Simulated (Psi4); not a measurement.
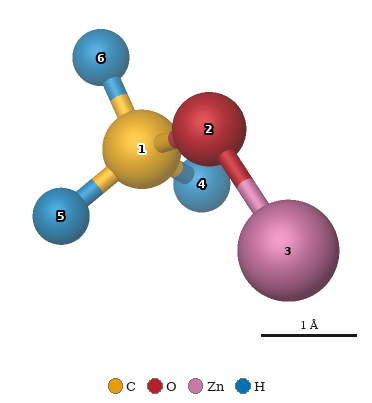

The structure as given in the input (ball-and-stick view, seen at a tilt; atoms are numbered from 1 in the order of the input). Sticks mark near contacts. Bond lengths as drawn: C–H 1.11 Å, C–O 1.39 Å and O–Zn 1.74 Å.

Frequency calculation of CH3OZn (part 1 of 2)

CH3OZn, multiplicity 2, SMILES C[O][Zn], computed with SVWN-RPA/6-31G**, UKS (Psi4 1.11).

The run did not end well. The geometry was optimised with SVWN-RPA/6-31G**.

### The program's output
```
gradient() will perform analytic gradient computation.

   => Loading Basis Set <=

    Name: 6-31G**
    Role: ORBITAL
    Keyword: BASIS

         ---------------------------------------------------------
                                   SCF
                              UKS Reference
                        1 Threads,   1525 MiB Core
         ---------------------------------------------------------

  ==> Geometry <==

    Molecular point group: c1
    Full point group: C1

    Geometry (in Bohr), charge = 0, multiplicity = 2:

       Center              X                  Y                   Z               Mass
    ------------   -----------------  -----------------  -----------------  -----------------
         C            2.985005285709    -0.975605554764     2.244699728382    12.000000000000
         O            0.757904465709     0.364603335236     1.822740898382    15.994914619570
         ZN          -0.922600634291     0.155849065236    -0.991892781618    63.929142010000
         H            2.742857665709    -3.058159334764     2.170994738382     1.007825032230
         H            4.534232995709    -0.472726754764     0.922656778382     1.007825032230
         H            3.675590575709    -0.525204454764     4.169387678382     1.007825032230

  Running in c1 symmetry.

  Rotational constants: A =      1.76194  B =      0.14729  C =      0.13957 [cm^-1]
  Rotational constants: A =  52821.65055  B =   4415.71914  C =   4184.09627 [MHz]
  Nuclear repulsion =  156.139929678131665

  Charge       = 0
  Multiplicity = 2
  Electrons    = 47
  Nalpha       = 24
  Nbeta        = 23

  ==> Algorithm <==

  SCF Algorithm Type is DF.
  DIIS enabled.
  MOM disabled.
  Fractional occupation disabled.
  Guess Type is SAD.
  Energy threshold   = 1.00e-08
  Density threshold  = 1.00e-08
  Integral threshold = 1.00e-12

  ==> Primary Basis <==

  Basis Set: 6-31G**
    Blend: 6-31G**
    Number of shells: 33
    Number of basis functions: 84
    Number of Cartesian functions: 84
    Spherical Harmonics?: false
    Max angular momentum: 3

  ==> DFT Potential <==

   => LibXC <=

    Version 7.1.2

   => Composite Functional: SVWN <=

    Slater exchange
    Vosko, Wilk & Nusair (VWN5_RPA)

    Deriv               =              1
    GGA                 =          FALSE
    Meta                =          FALSE

    Exchange Hybrid     =          FALSE
    MP2 Hybrid          =          FALSE

   => Exchange Functionals <=

    1.0000         XC_LDA_X

   => Correlation Functionals <=

    1.0000   XC_LDA_C_VWN_RPA

   => LibXC Density Thresholds  <==

    XC_LDA_C_VWN_RPA:  1.00E-15
    XC_LDA_X:  1.00E-15

   => Molecular Quadrature <=

    Radial Scheme          =       TREUTLER
    Pruning Scheme         =           NONE
    Nuclear Scheme         =       TREUTLER

    Blocking Scheme        =         OCTREE
    BS radius alpha        =              1
    Pruning alpha          =              1
    Radial Points          =             75
    Spherical Points       =            302
    Total Points           =         130458
    Total Blocks           =           1035
    Max Points             =            256
    Max Functions          =             83
    Weights Tolerance      =       1.00E-15

   => Loading Basis Set <=

    Name: (6-31G** AUX)
    Role: JKFIT
    Keyword: DF_BASIS_SCF

  ==> Integral Setup <==

  DFHelper Memory: AOs need 0.039 GiB; user supplied 1.056 GiB.
  SCF_SUBTYPE=INCORE selected. In-core MEM_DF algorithm will be used.
  Using in-core AOs.

  ==> MemDFJK: Density-Fitted J/K Matrices <==

    J tasked:                   Yes
    K tasked:                    No
    wK tasked:                   No
    Memory [MiB]:              1080
    Algorithm:                 Core
    Schwarz Cutoff:           1E-12
    Mask sparsity (%):       2.3810
    Fitting Condition:        1E-10

   => Auxiliary Basis Set <=

  Basis Set: (6-31G** AUX)
    Blend: CC-PVDZ-JKFIT + DEF2-UNIVERSAL-JKFIT
    Number of shells: 133
    Number of basis functions: 614
    Number of Cartesian functions: 614
    Spherical Harmonics?: false
    Max angular momentum: 6

  Cached 100.0% of DFT collocation blocks in 0.062 [GiB].

  Minimum eigenvalue in the overlap matrix is 1.0822745581E-03.
  Reciprocal condition number of the overlap matrix is 1.6760958694E-04.
    Using symmetric orthogonalization.

  ==> Pre-Iterations <==

  SCF Guess: Superposition of Atomic Densities via on-the-fly atomic UHF (no occupation information).

   -------------------------
    Irrep   Nso     Nmo
   -------------------------
     A         84      84
   -------------------------
    Total      84      84
   -------------------------

  ==> Iterations <==

                           Total Energy        Delta E     RMS |[F,P]|

   @DF-UKS iter SAD: -1888.45290861685271   -1.88845e+03   0.00000e+00
   @DF-UKS iter   1: -1888.76936227474266   -3.16454e-01   4.01730e-02 ADIIS/DIIS
   @DF-UKS iter   2: -1841.13746033904977    4.76319e+01   1.00536e-01 ADIIS
   @DF-UKS iter   3: -1889.55305605080866   -4.84156e+01   3.78618e-02 ADIIS/DIIS
   @DF-UKS iter   4: -1891.23436430691754   -1.68131e+00   4.72180e-03 ADIIS/DIIS
   @DF-UKS iter   5: -1890.96924478660981    2.65120e-01   9.70852e-03 ADIIS/DIIS
   @DF-UKS iter   6: -1891.29823352098720   -3.28989e-01   1.89437e-03 ADIIS/DIIS
   @DF-UKS iter   7: -1891.30710166261247   -8.86814e-03   5.69846e-04 ADIIS/DIIS
   @DF-UKS iter   8: -1891.30801465019840   -9.12988e-04   8.42390e-05 DIIS
   @DF-UKS iter   9: -1891.30803999468390   -2.53445e-05   2.40601e-05 DIIS
   @DF-UKS iter  10: -1891.30804136476740   -1.37008e-06   3.64973e-06 DIIS
   @DF-UKS iter  11: -1891.30804140048076   -3.57134e-08   1.50165e-06 DIIS
   @DF-UKS iter  12: -1891.30804140870464   -8.22388e-09   3.06622e-07 DIIS
   @DF-UKS iter  13: -1891.30804140900887   -3.04226e-10   3.48928e-08 DIIS
   @DF-UKS iter  14: -1891.30804140901341   -4.54747e-12   1.42813e-08 DIIS
   @DF-UKS iter  15: -1891.30804140901546   -2.04636e-12   2.11038e-09 DIIS
  Energy and wave function converged.

  ==> Post-Iterations <==

   Electrons on quadrature grid:
      Nalpha   =   23.9999870019 ; deviation = -1.300e-05
      Nbeta    =   22.9999878219 ; deviation = -1.218e-05
      Ntotal   =   46.9999748238 ; deviation = -2.518e-05

   @Spin Contamination Metric:   1.146366570E-03
   @S^2 Expected:                7.500000000E-01
   @S^2 Observed:                7.511463666E-01
   @S   Expected:                5.000000000E-01
   @S   Observed:                5.000000000E-01

    Orbital Energies [Eh]
    ---------------------

    Alpha Occupied:

       1A   -345.007080     2A    -41.590170     3A    -36.719035
       4A    -36.717369     5A    -36.716715     6A    -18.628458
       7A     -9.842137     8A     -4.568519     9A     -3.019486
      10A     -3.018667    11A     -3.016975    12A     -0.907592
      13A     -0.606979    14A     -0.453151    15A     -0.408806
      16A     -0.407077    17A     -0.371851    18A     -0.371039
      19A     -0.369314    20A     -0.368871    21A     -0.347794
      22A     -0.259107    23A     -0.229913    24A     -0.191913

    Alpha Virtual:

      25A     -0.058976    26A     -0.051298    27A      0.010370
      28A      0.076589    29A      0.108414    30A      0.119094
      31A      0.132948    32A      0.146786    33A      0.157883
      34A      0.181334    35A      0.272237    36A      0.482796
      37A      0.519916    38A      0.540874    39A      0.765031
      40A      0.774882    41A      0.838222    42A      0.896411
      43A      0.919128    44A      0.956380    45A      1.056472
      46A      1.094057    47A      1.204419    48A      1.234300
      49A      1.238119    50A      1.298633    51A      1.390135
      52A      1.485798    53A      1.562015    54A      1.721282
      55A      1.826368    56A      1.896346    57A      1.900947
      58A      1.939115    59A      1.942966    60A      1.959157
      61A      1.984948    62A      1.986598    63A      2.058757
      64A      2.070954    65A      2.244613    66A      2.245386
      67A      2.254470    68A      2.259849    69A      2.279645
      70A      2.290613    71A      2.426346    72A      2.485820
      73A      2.591903    74A      2.595198    75A      2.685363
      76A      2.738689    77A      2.805853    78A      3.048182
      79A      3.137507    80A      3.312503    81A      3.332667
      82A      3.776467    83A      4.315157    84A     47.060507

    Beta Occupied:

       1A   -345.006229     2A    -41.588780     3A    -36.716900
       4A    -36.716490     5A    -36.715897     6A    -18.623250
       7A     -9.842111     8A     -4.565701     9A     -3.016174
      10A     -3.015707    11A     -3.014168    12A     -0.899587
      13A     -0.604048    14A     -0.446515    15A     -0.405155
      16A     -0.405143    17A     -0.367584    18A     -0.367386
      19A     -0.365272    20A     -0.365093    21A     -0.342046
      22A     -0.247774    23A     -0.224786

    Beta Virtual:

      24A     -0.158338    25A     -0.041405    26A     -0.035020
      27A      0.020952    28A      0.086947    29A      0.115101
      30A      0.125738    31A      0.134380    32A      0.154276
      33A      0.169860    34A      0.189824    35A      0.289553
      36A      0.484840    37A      0.520735    38A      0.543798
      39A      0.767491    40A      0.775387    41A      0.840202
      42A      0.901245    43A      0.923810    44A      0.959485
      45A      1.067342    46A      1.101895    47A      1.231947
      48A      1.246250    49A      1.247938    50A      1.303731
      51A      1.396242    52A      1.492280    53A      1.568920
      54A      1.727120    55A      1.828241    56A      1.904302
      57A      1.908085    58A      1.945595    59A      1.949671
      60A      1.960516    61A      1.989154    62A      1.993865
      63A      2.079982    64A      2.089302    65A      2.254539
      66A      2.255398    67A      2.267221    68A      2.271958
      69A      2.292820    70A      2.306393    71A      2.430345
      72A      2.489011    73A      2.594493    74A      2.602264
      75A      2.687188    76A      2.739831    77A      2.811631
      78A      3.049220    79A      3.143731    80A      3.312891
      81A      3.334496    82A      3.783734    83A      4.315909
      84A     47.064769

    Final Occupation by Irrep:
              A
    DOCC [    23 ]
    SOCC [     1 ]
    NA   [    24 ]
    NB   [    23 ]

  @DF-UKS Final Energy: -1891.30804140901546

   => Energetics <=

    Nuclear Repulsion Energy =            156.1399296781316650
    One-Electron Energy =               -2950.1456460578910992
    Two-Electron Energy =                 986.0869623109641680
    DFT Exchange-Correlation Energy =     -83.3892873402199939
    Empirical Dispersion Energy =           0.0000000000000000
    VV10 Nonlocal Energy =                  0.0000000000000000
    Total Energy =                      -1891.3080414090154591

  UHF NO Occupations:
  HONO-2 :   22  A 1.9998416
  HONO-1 :   23  A 1.9997201
  HONO-0 :   24  A 1.0000000
  LUNO+0 :   25  A 0.0002799
  LUNO+1 :   26  A 0.0001584
  LUNO+2 :   27  A 0.0000813
  LUNO+3 :   28  A 0.0000196

Computation Completed

Properties will be evaluated at   0.000000,   0.000000,   0.000000 [a0]

Properties computed using the SCF density matrix

 Multipole Moments:

 ------------------------------------------------------------------------------------
     Multipole            Electronic (a.u.)      Nuclear  (a.u.)        Total (a.u.)
 ------------------------------------------------------------------------------------

 L = 1.  Multiply by 2.5417464519 to convert [e a0] to [Debye]
 Dipole X            :         -7.1069920            7.2479296            0.1409377
 Dipole Y            :          2.0727168           -2.3174252           -0.2447084
 Dipole Z            :         -5.8565379            5.5563813           -0.3001566
 Magnitude           :                                                    0.4121161

 ------------------------------------------------------------------------------------

	total time  =          6 seconds =       0.10 minutes

         ------------------------------------------------------------
                                   SCF GRAD
         ------------------------------------------------------------

  ==> Geometry <==

    Molecular point group: c1
    Full point group: C1

    Geometry (in Bohr), charge = 0, multiplicity = 2:

       Center              X                  Y                   Z               Mass
    ------------   -----------------  -----------------  -----------------  -----------------
         C            2.985005285709    -0.975605554764     2.244699728382    12.000000000000
         O            0.757904465709     0.364603335236     1.822740898382    15.994914619570
         ZN          -0.922600634291     0.155849065236    -0.991892781618    63.929142010000
         H            2.742857665709    -3.058159334764     2.170994738382     1.007825032230
         H            4.534232995709    -0.472726754764     0.922656778382     1.007825032230
         H            3.675590575709    -0.525204454764     4.169387678382     1.007825032230

  Nuclear repulsion =  156.139929678131665

  ==> Basis Set <==

  Basis Set: 6-31G**
    Blend: 6-31G**
    Number of shells: 33
    Number of basis functions: 84
    Number of Cartesian functions: 84
    Spherical Harmonics?: false
    Max angular momentum: 3

  ==> DFJKGrad: Density-Fitted SCF Gradients <==

    Gradient:                    1
    J tasked:                  Yes
    K tasked:                   No
    wK tasked:                  No
    Integrals threads:           1
    Memory [MiB]:             1144
    Schwarz Cutoff:          1E-12
    Fitting Condition:       1E-10

   => Auxiliary Basis Set <=

  Basis Set: (6-31G** AUX)
    Blend: CC-PVDZ-JKFIT + DEF2-UNIVERSAL-JKFIT
    Number of shells: 133
    Number of basis functions: 614
    Number of Cartesian functions: 614
    Spherical Harmonics?: false
    Max angular momentum: 6

  ==> DFT Potential <==

   => LibXC <=

    Version 7.1.2

   => Composite Functional: SVWN <=

    Slater exchange
    Vosko, Wilk & Nusair (VWN5_RPA)

    Deriv               =              1
    GGA                 =          FALSE
    Meta                =          FALSE

    Exchange Hybrid     =          FALSE
    MP2 Hybrid          =          FALSE

   => Exchange Functionals <=

    1.0000         XC_LDA_X

   => Correlation Functionals <=

    1.0000   XC_LDA_C_VWN_RPA

   => LibXC Density Thresholds  <==

    XC_LDA_C_VWN_RPA:  1.00E-15
    XC_LDA_X:  1.00E-15

   => Molecular Quadrature <=

    Radial Scheme          =       TREUTLER
    Pruning Scheme         =           NONE
    Nuclear Scheme         =       TREUTLER

    Blocking Scheme        =         OCTREE
    BS radius alpha        =              1
    Pruning alpha          =              1
    Radial Points          =             75
    Spherical Points       =            302
    Total Points           =         130458
    Total Blocks           =           1035
    Max Points             =            256
    Max Functions          =             83
    Weights Tolerance      =       1.00E-15
```
